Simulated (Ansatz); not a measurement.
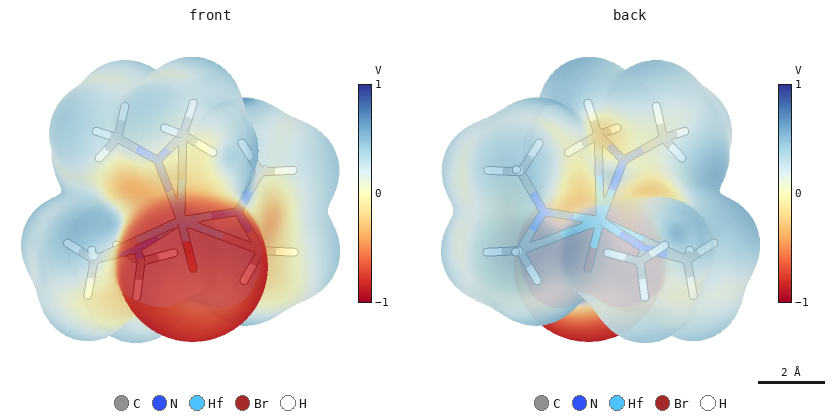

C₆H₁₈BrHfN₃. The electrostatic potential painted on the density surface at 0.001 e/bohr³, seen from the front and from behind; red is negative and blue positive.

Geometry: PBE0-D4/def2-TZVP; core potentials replace the inner electrons of Hf.

Level of theory: Ansatz 0.2.0, RKS PBE0-D4/def2-TZVPP.

```yaml
atoms:
  - { symbol: C, position_ang: [-1.5202, -2.5910, 0.2923] }
  - { symbol: N, position_ang: [-1.3777, -1.1753, 0.5630] }
  - { symbol: C, position_ang: [-2.1023, -0.7730, 1.7432] }
  - { symbol: Hf, position_ang: [-0.2882, -0.0800, -0.7562] }
  - { symbol: Br, position_ang: [-1.1956, -0.3326, -3.1407] }
  - { symbol: N, position_ang: [-0.3484, 1.8579, -0.1495] }
  - { symbol: C, position_ang: [-1.6271, 2.5352, -0.2117] }
  - { symbol: C, position_ang: [0.7057, 2.7298, 0.3074] }
  - { symbol: N, position_ang: [1.6407, -0.7060, -0.6350] }
  - { symbol: C, position_ang: [2.2465, -1.7233, 0.1883] }
  - { symbol: C, position_ang: [2.5952, -0.0948, -1.5367] }
  - { symbol: H, position_ang: [-1.1263, -3.2032, 1.1164] }
  - { symbol: H, position_ang: [-2.5708, -2.8723, 0.1366] }
  - { symbol: H, position_ang: [-0.9748, -2.8770, -0.6162] }
  - { symbol: H, position_ang: [-3.1778, -0.9827, 1.6496] }
  - { symbol: H, position_ang: [-1.7436, -1.3059, 2.6358] }
  - { symbol: H, position_ang: [-1.9800, 0.2970, 1.9233] }
  - { symbol: H, position_ang: [-1.6002, 3.3942, -0.8963] }
  - { symbol: H, position_ang: [-1.9403, 2.9021, 0.7765] }
  - { symbol: H, position_ang: [-2.4144, 1.8620, -0.5744] }
  - { symbol: H, position_ang: [0.4993, 3.1149, 1.3165] }
  - { symbol: H, position_ang: [0.8273, 3.5999, -0.3542] }
  - { symbol: H, position_ang: [1.6577, 2.1960, 0.3437] }
  - { symbol: H, position_ang: [1.5063, -2.1686, 0.8563] }
  - { symbol: H, position_ang: [2.6858, -2.5279, -0.4193] }
  - { symbol: H, position_ang: [3.0527, -1.3089, 0.8109] }
  - { symbol: H, position_ang: [3.4105, 0.4002, -0.9895] }
  - { symbol: H, position_ang: [2.1150, 0.6661, -2.1650] }
  - { symbol: H, position_ang: [3.0449, -0.8328, -2.2152] }
```

Where is the surface potential most negative and most positive?

Answer. The most negative region (about −0.9 V, or −21 kcal/mol for a unit charge) lies over Br5, the most positive (about +0.6 V, or +14 kcal/mol for a unit charge) over the H atoms.
